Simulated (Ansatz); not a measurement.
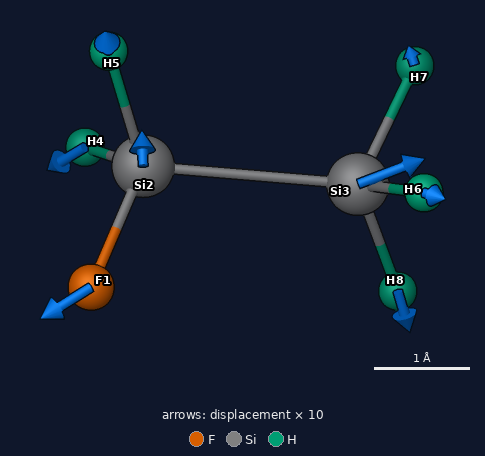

This is a relaxation of Si₂H₅F (coarse preliminary run). The starting structure is drawn; blue arrows show the displacements, 10 times their true length. The two geometries are superimposed by the best rigid fit.

Style: ball-and-stick. Shown at a tilt.

The start comes from a force field.

All numbers below come from RKS PBE-D4/def2-SVP in Ansatz 0.2.0. (force threshold 0.03 eV/Å; at most 200 steps)

> What did the optimiser do to the structure, and how much energy did it gain?

After 4 geometry steps the energy has fallen by 25.4 kJ/mol. The largest force component goes from 3.3 to 0.016 eV/Å. Si3 moves most after the best rigid fit: 0.078 Å. By element the largest moves are Si 0.078 Å, F 0.067 Å, H 0.062 Å. Among the contacts that change: F1–Si2 1.553 → 1.646 Å, Si2–Si3 2.280 → 2.352 Å, Si3–H8 1.446 → 1.504 Å, Si2–H4 1.474 → 1.506 Å. Bond angles that change, for instance: H6–Si3–H7 104.9° → 109.0°, F1–Si2–H4 111.7° → 108.2°, Si2–Si3–H8 114.1° → 110.8°.
